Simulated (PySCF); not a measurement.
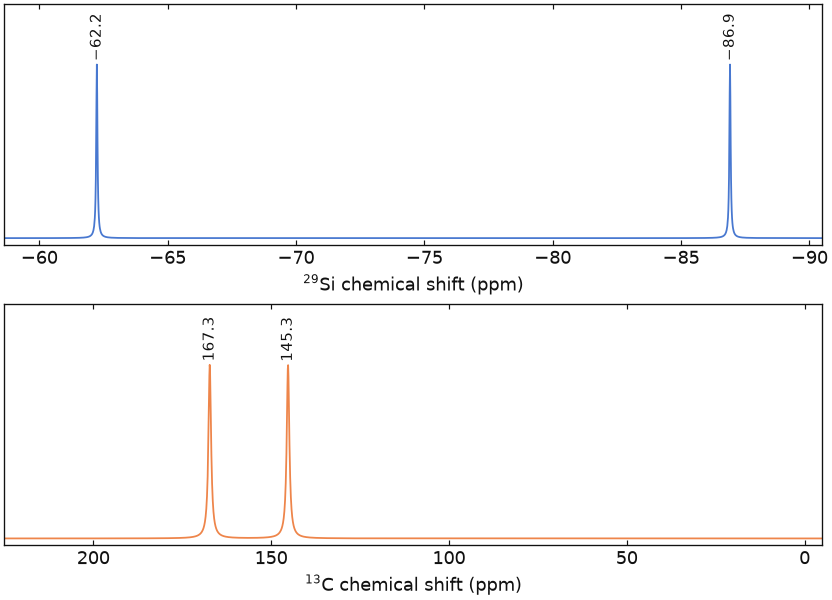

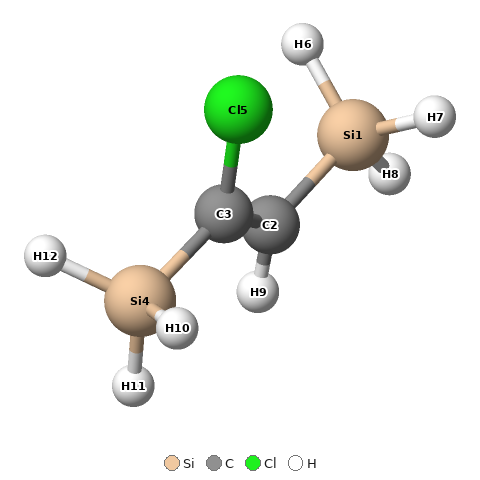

Spectrum and numbered structure of C₂H₇ClSi₂, SMILES [SiH3]/C=C(/[SiH3])Cl. GIAO shifts, PBE0/def2-TZVP in PySCF, at a PBE0-D3(BJ)/def2-SVP geometry (no frequency check), against TMS for ²⁹Si and TMS for ¹³C computed at the same level. Gas phase, fully decoupled, line heights follow the number of nuclei, widths are arbitrary (no quadrupolar broadening); values of one conformer, averaged over methyl-type rotors and exact or near symmetry.

> Which atoms give which ²⁹Si line?

```csv
δ (ppm),nuclei,atoms
−62.2,1,Si4
−86.9,1,Si1
```

> Assign the ¹³C signals to the numbered atoms.

```
δ (ppm)  nuclei  atoms
  167.3       1     C3
  145.3       1     C2
```
